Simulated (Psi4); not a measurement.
CF$_{2}$O: excited-state calculation

System: CF$_{2}$O, SMILES O=C(F)F.
Method: TDDFT (CAM-B3LYP)/def2-SVP, RKS (Psi4 1.11).

The geometry comes from this level: PBE0-D4/def2-TZVP.

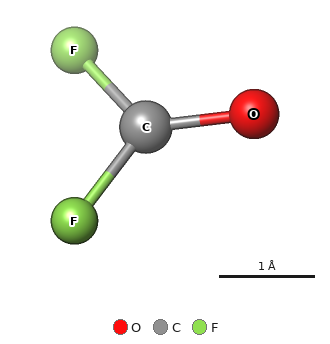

Fig. 1: The input geometry (ball-and-stick view, seen at a tilt). Bond lengths as drawn: C–F 1.31 Å and C–O 1.17 Å.

## The input (job.in)
```python
memory 1600 MB

molecule {
  0 1
  O     -1.242660    -0.157400     0.153910
  C     -0.091830    -0.011630     0.011370
  F      0.845490    -0.826670     0.424670
  F      0.488990     0.995700    -0.589960
  symmetry c1
}

set globals {
  basis def2-SVP
  puream true
  scf_type pk
  dft_radial_points 99
  dft_spherical_points 590
  save_jk true
}

from psi4.driver.procrouting.response.scf_response import tdscf_excitations
E, wfn = energy('cam-b3lyp', return_wfn=True)
states = tdscf_excitations(wfn, states=3, tda=False)
```

Launch command:
```bash
psi4 job.in job.out -n 1
```

## What the program printed
```
Psi4 1.11 release

   => Loading Basis Set <=

    Name: DEF2-SVP
    Role: ORBITAL
    Keyword: BASIS

         ---------------------------------------------------------
                                   SCF
                              RKS Reference
                        1 Threads,   1525 MiB Core
         ---------------------------------------------------------

  ==> Geometry <==

    Molecular point group: c1
    Full point group: C1

    Geometry (in Angstrom), charge = 0, multiplicity = 1:

       Center              X                  Y                   Z               Mass
    ------------   -----------------  -----------------  -----------------  -----------------
         O           -1.308952989314    -0.165797121905     0.162123587127    15.994914619570
         C           -0.158122989314    -0.020027121905     0.019583587127    12.000000000000
         F            0.779197010686    -0.835067121905     0.432883587127    18.998403162730
         F            0.422697010686     0.987302878095    -0.581746412873    18.998403162730

  Running in c1 symmetry.

  Rotational constants: A =      0.39634  B =      0.39454  C =      0.19772 [cm^-1]
  Rotational constants: A =  11881.87358  B =  11828.01929  C =   5927.44264 [MHz]
  Nuclear repulsion =  120.136422940772235

  Charge       = 0
  Multiplicity = 1
  Electrons    = 32
  Nalpha       = 16
  Nbeta        = 16

  ==> Algorithm <==

  SCF Algorithm Type is PK.
  DIIS enabled.
  MOM disabled.
  Fractional occupation disabled.
  Guess Type is SAD.
  Energy threshold   = 1.00e-06
  Density threshold  = 1.00e-06
  Integral threshold = 1.00e-12

  ==> Primary Basis <==

  Basis Set: DEF2-SVP
    Blend: DEF2-SVP
    Number of shells: 24
    Number of basis functions: 56
    Number of Cartesian functions: 60
    Spherical Harmonics?: true
    Max angular momentum: 2

  ==> DFT Potential <==

   => LibXC <=

    Version 7.1.2

   => Composite Functional: CAM-B3LYP <=

    CAM-B3LYP Hyb-GGA Exchange-Correlation Functional

    Deriv               =              1
    GGA                 =           TRUE
    Meta                =          FALSE

    Exchange Hybrid     =           TRUE
    MP2 Hybrid          =          FALSE

   => Exchange Functionals <=

    0.3500         Becke 88 [omega = 0.3300]
    0.4600   Short-range recipe for B88 functional - erf [omega = 0.3300]

   => Exact (HF) Exchange <=

    0.4600            HF,LR [omega = 0.3300]
    0.1900               HF

   => Correlation Functionals <=

    0.1900   Vosko, Wilk & Nusair (VWN5)
    0.8100   Lee, Yang & Parr

   => LibXC Density Thresholds  <==

    XC_HYB_GGA_XC_CAM_B3LYP:  1.00E-14

   => Molecular Quadrature <=

    Radial Scheme          =       TREUTLER
    Pruning Scheme         =           NONE
    Nuclear Scheme         =       TREUTLER

    Blocking Scheme        =         OCTREE
    BS radius alpha        =              1
    Pruning alpha          =              1
    Radial Points          =             99
    Spherical Points       =            590
    Total Points           =         223386
    Total Blocks           =           1695
    Max Points             =            256
    Max Functions          =             55
    Weights Tolerance      =       1.00E-15

  ==> Integral Setup <==

  Using in-core PK algorithm.
   Calculation information:
      Number of atoms:                   4
      Number of AO shells:              24
      Number of primitives:             48
      Number of atomic orbitals:        60
      Number of basis functions:        56

      Integral cutoff                 1.00e-12
      Number of threads:                 1

  Performing in-core PK
  Using 3823218 doubles for integral storage.
  We computed 44005 shell quartets total.
  Whereas there are 45150 unique shell quartets.

  Computing range-separated integrals for PK
  We computed 44005 wK shell quartets total.
  Whereas there are 45150 wK unique shell quartets.

  ==> DiskJK: Disk-Based J/K Matrices <==

    J tasked:                  Yes
    K tasked:                  Yes
    wK tasked:                 Yes
    Omega:               3.300E-01
    Memory [MiB]:              820
    Schwarz Cutoff:          1E-12

  Cached 100.0% of DFT collocation blocks in 0.317 [GiB].

  Minimum eigenvalue in the overlap matrix is 1.3871874480E-02.
  Reciprocal condition number of the overlap matrix is 3.6969659643E-03.
    Using symmetric orthogonalization.

  ==> Pre-Iterations <==

  SCF Guess: Superposition of Atomic Densities via on-the-fly atomic UHF (no occupation information).

   -------------------------
    Irrep   Nso     Nmo
   -------------------------
     A         56      56
   -------------------------
    Total      56      56
   -------------------------

  ==> Iterations <==

                        Total Energy        Delta E     RMS |[F,P]|

   @RKS iter SAD:  -312.37645364332371   -3.12376e+02   0.00000e+00
   @RKS iter   1:  -312.53667207338151   -1.60218e-01   1.18016e-02 ADIIS/DIIS
   @RKS iter   2:  -312.33204038868132    2.04632e-01   1.80712e-02 ADIIS/DIIS
   @RKS iter   3:  -312.69050538920374   -3.58465e-01   1.79215e-03 ADIIS/DIIS
   @RKS iter   4:  -312.69328108076388   -2.77569e-03   6.21431e-04 ADIIS/DIIS
   @RKS iter   5:  -312.69366454022668   -3.83459e-04   9.91586e-05 DIIS
   @RKS iter   6:  -312.69367835261301   -1.38124e-05   2.93651e-05 DIIS
   @RKS iter   7:  -312.69367975492833   -1.40232e-06   4.50227e-06 DIIS
   @RKS iter   8:  -312.69367982399626   -6.90679e-08   5.56327e-07 DIIS
  Energy and wave function converged.

  ==> Post-Iterations <==

   Electrons on quadrature grid:
      Ntotal   =   32.0000003533 ; deviation = 3.533e-07

    Orbital Energies [Eh]
    ---------------------

    Doubly Occupied:

       1A    -24.838076     2A    -24.837975     3A    -19.259281
       4A    -10.525589     5A     -1.409145     6A     -1.331018
       7A     -1.186909     8A     -0.765930     9A     -0.702629
      10A     -0.660270    11A     -0.621754    12A     -0.554988
      13A     -0.547701    14A     -0.534835    15A     -0.471101
      16A     -0.428613

    Virtual:

      17A      0.040219    18A      0.135472    19A      0.310967
      20A      0.355270    21A      0.417886    22A      0.457944
      23A      0.482447    24A      0.683238    25A      0.916577
      26A      1.031234    27A      1.061104    28A      1.114954
      29A      1.169344    30A      1.197364    31A      1.256050
      32A      1.333333    33A      1.397382    34A      1.442743
      35A      1.617387    36A      1.627218    37A      1.710638
      38A      1.825198    39A      1.875240    40A      2.013884
      41A      2.203260    42A      2.674062    43A      2.709702
      44A      2.957323    45A      3.006314    46A      3.064834
      47A      3.085978    48A      3.097231    49A      3.106952
      50A      3.391030    51A      3.400792    52A      3.471905
      53A      3.494415    54A      3.791774    55A      3.875526
      56A      4.049772

    Final Occupation by Irrep:
              A
    DOCC [    16 ]
    NA   [    16 ]
    NB   [    16 ]

  @RKS Final Energy:  -312.69367982399626

   => Energetics <=

    Nuclear Repulsion Energy =            120.1364229407722348
    One-Electron Energy =                -670.5080190964649773
    Two-Electron Energy =                 263.5658367808615026
    DFT Exchange-Correlation Energy =     -25.8879204491650654
    Empirical Dispersion Energy =           0.0000000000000000
    VV10 Nonlocal Energy =                  0.0000000000000000
    Total Energy =                       -312.6936798239962627

Computation Completed

Properties will be evaluated at   0.000000,   0.000000,   0.000000 [a0]

Properties computed using the SCF density matrix

 Multipole Moments:

 ------------------------------------------------------------------------------------
     Multipole            Electronic (a.u.)      Nuclear  (a.u.)        Total (a.u.)
 ------------------------------------------------------------------------------------

 L = 1.  Multiply by 2.5417464519 to convert [e a0] to [Debye]
 Dipole X            :          1.5565797           -1.1401014            0.4164784
 Dipole Y            :          0.1971698           -0.1444089            0.0527609
 Dipole Z            :         -0.1927984            0.1412094           -0.0515891
 Magnitude           :                                                    0.4229650

 ------------------------------------------------------------------------------------

	total time  =          6 seconds =       0.10 minutes

******************************************************************************************
**********                               WARNING                                **********
**********       The names of excited state variables changed between 1.5       **********
**********     and 1.6. For a quick solution, remove the symmetry specifier     **********
**********   from the variable name. For full details, see 'Notes on Psivars'   **********
**********                        in the documentation.                         **********
******************************************************************************************

         ---------------------------------------------------------
                         TDSCF excitation energies
         ---------------------------------------------------------

  ==> Options <==

     Residual threshold  : 1.0000e-04
     Initial guess       : denominators
     Reference           : RHF
     Solver type         : RPA (Hamiltonian)

  ==> Requested Excitations <==

      3 singlet states with A symmetry

  ==> Seeking the lowest 3 singlet states with A symmetry

                        Generalized Hamiltonian Solver

  ==> Options <==

    Max number of iterations        = 60
    Eigenvector tolerance           = 1.0000e-04
    Max number of expansion vectors = 600

  => Iterations <=
                              Max[D[value]]     Max[|R|]   # vectors
  HamiltonianSolver iter   1:   3.98297e-01  1.35948e-01     12
  HamiltonianSolver iter   2:   2.83043e-03  2.35839e-02     18
  HamiltonianSolver iter   3:   7.64177e-05  5.05986e-03     24
  HamiltonianSolver iter   4:   2.83287e-06  1.32401e-03     30
  HamiltonianSolver iter   5:   1.47780e-07  3.31949e-04     36
  HamiltonianSolver iter   6:   6.69364e-09  7.63917e-05     38      Converged

******************************************************************************************
**********                               WARNING                                **********
**********  Length-gauge rotatory strengths are **NOT** gauge-origin invariant  **********
******************************************************************************************

                                    Excitation Energy         Total Energy        Oscillator Strength             Rotatory Strength
     #   Sym: GS->ES (Trans)        au              eV              au          au (length)    au (velocity)    au (length)    au (velocity)
    ---- -------------------- --------------- --------------- --------------- --------------- --------------- --------------- ---------------
     1        A->A (1 A)       0.26423         7.18993        -312.42945       0.0000          0.0000          0.0000         -0.0000
     2        A->A (1 A)       0.39143         10.65131       -312.30225       0.0000          0.0000         -0.0000         -0.0000
     3        A->A (1 A)       0.39539         10.75904       -312.29829       0.0201          0.0297          0.0000          0.0000

Contributing excitations and de-excitations
Only contributions with abs(coeff) > 1.00e-01 will be printed:

Excited State    1 (1 A):   0.26423 au   172.44 nm f = 0.0000
  Sums of squares: Xssq =  1.000747e+00; Yssq =  7.466142e-04; Xssq - Yssq =  1.000000e+00
     16a  ->  17a     0.998051 (99.611%)

Excited State    2 (1 A):   0.39143 au   116.40 nm f = 0.0000
  Sums of squares: Xssq =  1.000135e+00; Yssq =  1.352947e-04; Xssq - Yssq =  1.000000e+00
     14a  ->  17a     0.998540 (99.708%)

Excited State    3 (1 A):   0.39539 au   115.24 nm f = 0.0201
  Sums of squares: Xssq =  1.000414e+00; Yssq =  4.144377e-04; Xssq - Yssq =  1.000000e+00
     12a  ->  17a     0.205022 ( 4.203%)
     16a  ->  18a     0.975320 (95.125%)

******************************************************************************************
**********                               WARNING                                **********
**********       The names of excited state variables changed between 1.5       **********
**********     and 1.6. For a quick solution, remove the symmetry specifier     **********
**********   from the variable name. For full details, see 'Notes on Psivars'   **********
**********                        in the documentation.                         **********
******************************************************************************************

    Psi4 run time: 0:00:17.60
```

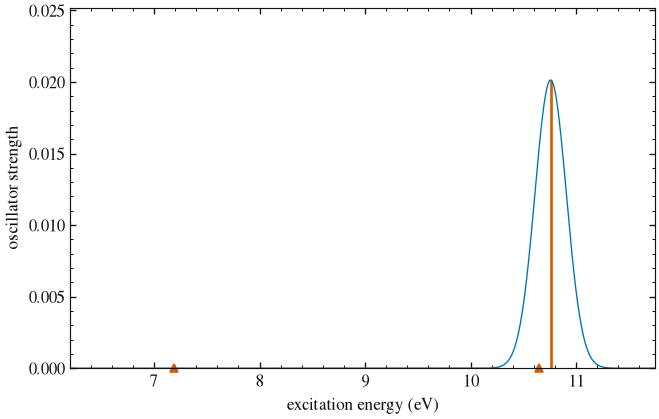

Fig. 2: Computed excitations as sticks (degenerate states added up, dark ones marked on the axis), with a Gaussian envelope of 0.35 eV full width at half maximum, scaled to the tallest. Of the 3 states the lowest lies at 7.19 eV (f = 0.000); the strongest line is at 10.76 eV, or 115 nm (f = 0.020).

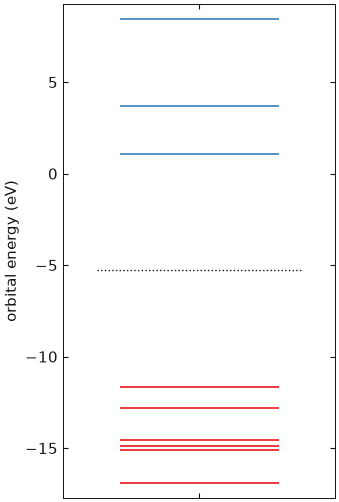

Fig. 3: Orbital energies near the frontier; the dotted line parts filled from empty levels, and levels within 0.02 eV of each other stand side by side. Highest filled −11.66 eV, lowest empty 1.09 eV, 12.75 eV apart.

## Summary

- outcome: converged
- total energy: −312.693680 hartree
- basis functions: 56
- HOMO: −11.66 eV
- LUMO: 1.09 eV
- dipole moment: 1.08 D
- lowest excitation: 7.19 eV
- hardware: 1 thread of Intel Xeon @ 2.70GHz, 189 GiB of memory available, shared host
- wall time: 19 s
- peak memory: 0.57 GiB
